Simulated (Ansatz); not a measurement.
The parent structure is KZnF$_{3}$ in the cubic perovskite structure (space group Pm-3m, No. 221; a = 4.052 Å).

Now apply this change: every lattice vector is stretched by 3.00 %; the atoms relax in the strained cell.

Computed with PBEsol (Ansatz, an electronic-structure program, PAW, spin-orbit coupling left out).

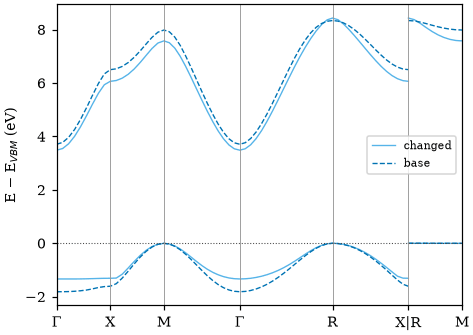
Fig. 1. Highest valence and lowest conduction band along the path, each from its own valence-band maximum

**Question.** Read the changed gap and its character from the plot.

**Answer.** About 3.5 eV, indirect, R → Γ.

Stability against distortions was not tested. Many cubic perovskites are stable only at high temperature; tilts and polar distortions were not tested.
